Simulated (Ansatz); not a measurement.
System (SMILES): [CH]=O (CH-O), doublet.
Atoms: C1, O2, H3. Bonds: C1-O2, C1-H3.

Basis-set convergence of the optimised C1-H3 bond length at PBE with Ansatz (a first-principles code). All functions are spherical. The program fits the integrals of some runs and decomposes those of others, by size. Open shells are unrestricted. No added dispersion term, no relativity. Reference: the value in aug-pcseg-3, 1.1346 Å. Deviations are taken from unrounded values.

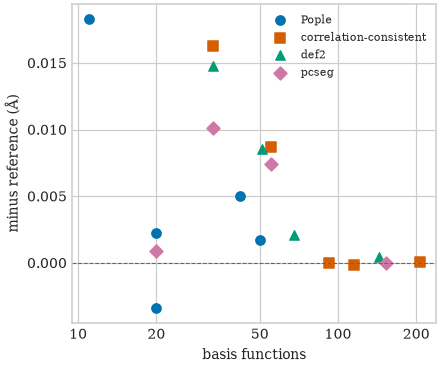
Deviation from the reference against the number of basis functions, by family of sets.

```json
[
 {"basis": "STO-3G", "functions": "11", "optimised C1-H3 bond length (Å)": "1.1529", "minus reference (Å)": "0.0183"},
 {"basis": "3-21G", "functions": "20", "optimised C1-H3 bond length (Å)": "1.1368", "minus reference (Å)": "0.0022"},
 {"basis": "6-31G", "functions": "20", "optimised C1-H3 bond length (Å)": "1.1311", "minus reference (Å)": "-0.0034"},
 {"basis": "pcseg-0", "functions": "20", "optimised C1-H3 bond length (Å)": "1.1355", "minus reference (Å)": "0.0009"},
 {"basis": "cc-pVDZ", "functions": "33", "optimised C1-H3 bond length (Å)": "1.1509", "minus reference (Å)": "0.0163"},
 {"basis": "def2-SVP", "functions": "33", "optimised C1-H3 bond length (Å)": "1.1494", "minus reference (Å)": "0.0148"},
 {"basis": "pcseg-1", "functions": "33", "optimised C1-H3 bond length (Å)": "1.1447", "minus reference (Å)": "0.0101"},
 {"basis": "6-311G**", "functions": "42", "optimised C1-H3 bond length (Å)": "1.1396", "minus reference (Å)": "0.0050"},
 {"basis": "6-311+G**", "functions": "50", "optimised C1-H3 bond length (Å)": "1.1362", "minus reference (Å)": "0.0017"},
 {"basis": "def2-SVPD", "functions": "51", "optimised C1-H3 bond length (Å)": "1.1431", "minus reference (Å)": "0.0085"},
 {"basis": "aug-cc-pVDZ", "functions": "55", "optimised C1-H3 bond length (Å)": "1.1432", "minus reference (Å)": "0.0087"},
 {"basis": "aug-pcseg-1", "functions": "55", "optimised C1-H3 bond length (Å)": "1.1420", "minus reference (Å)": "0.0074"},
 {"basis": "def2-TZVP", "functions": "68", "optimised C1-H3 bond length (Å)": "1.1367", "minus reference (Å)": "0.0021"},
 {"basis": "jun-cc-pV(T+d)Z", "functions": "92", "optimised C1-H3 bond length (Å)": "1.1345", "minus reference (Å)": "0.0000"},
 {"basis": "aug-cc-pVTZ", "functions": "115", "optimised C1-H3 bond length (Å)": "1.1344", "minus reference (Å)": "-0.0001"},
 {"basis": "def2-QZVPP", "functions": "144", "optimised C1-H3 bond length (Å)": "1.1350", "minus reference (Å)": "0.0005"},
 {"basis": "pcseg-3", "functions": "153", "optimised C1-H3 bond length (Å)": "1.1345", "minus reference (Å)": "0.0000"},
 {"basis": "aug-cc-pVQZ", "functions": "206", "optimised C1-H3 bond length (Å)": "1.1346", "minus reference (Å)": "0.0001"}
]
```
